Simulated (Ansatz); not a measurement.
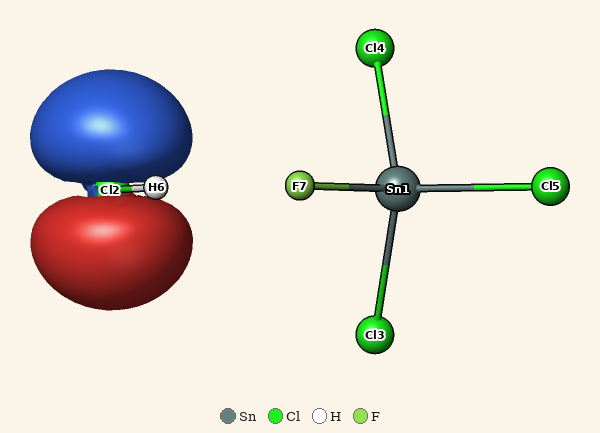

Figure. Cl3FSn···HCl. One frontier orbital at ±0.15 Å⁻³ᐟ² (red and blue are the two phases), seen across its widest extent.

The product side of a reaction path; geometry: PBE0-D4/def2-TZVP; core potentials replace the inner electrons of Sn.

Level of theory: Ansatz 0.2.0, RKS PBE0-D4/def2-TZVPP.

```xyz
7

Sn   -0.8676    0.2669   -0.3833
Cl    2.2621   -1.2923    1.2150
Cl   -0.5035   -1.5303   -1.7279
Cl   -1.6318   -0.2944    1.6835
Cl   -2.2352    1.7885   -1.3870
H     2.1728   -0.0959    0.7526
F     0.8031    1.1574   -0.1529
```

Q: Which orbital is it: HOMO or LUMO?

A: The HOMO, at −9.34 eV. It lies mainly on Cl2 (about 95 %); largely a lone pair of Cl2.
